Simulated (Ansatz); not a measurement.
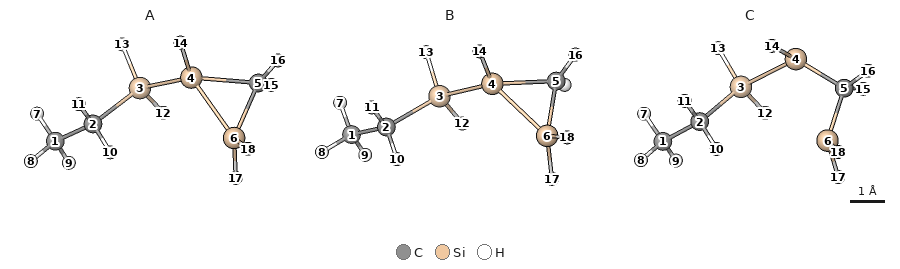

3 geometries from one relaxation of C3H12Si3, in shuffled order. Style: ball-and-stick. Shown at a tilt.

The run prepares an end point of a later path (inversion) calculation, from a guessed geometry.

Method: RKS revPBE/6-31G (Ansatz 0.2.0). Settings: no spin polarisation; force threshold 0.015 eV/Å; at most 40 steps.

Order the frames from highest to lowest energy.

C, A, B. They are steps 0, 4, 18, at +55.9 kcal/mol, +3.08 kcal/mol relative to the last. The atom that moves furthest after the best rigid fit is H18 (1.02 Å). By element the largest moves are H 1.02 Å, Si 0.86 Å, C 0.53 Å. Among the contacts that change: Si4–Si6 2.712 → 2.338 Å, Si4–C5 1.702 → 1.977 Å, C5–Si6 1.739 → 1.958 Å, C2–Si3 1.868 → 1.950 Å. Bond angles that change, for instance: Si4–C5–Si6 104.1° → 72.9°, H15–C5–H16 100.9° → 112.0°, Si3–Si4–H14 107.9° → 116.9°. After 18 geometry steps the energy has fallen by 55.9 kcal/mol. Largest force component: 6.1 eV/Å at the start, 0.0099 eV/Å at the end. The forces were under the threshold at step 13, but the run went on from there.

Limits of the set-up: the basis has no polarisation functions, which atoms past neon need.
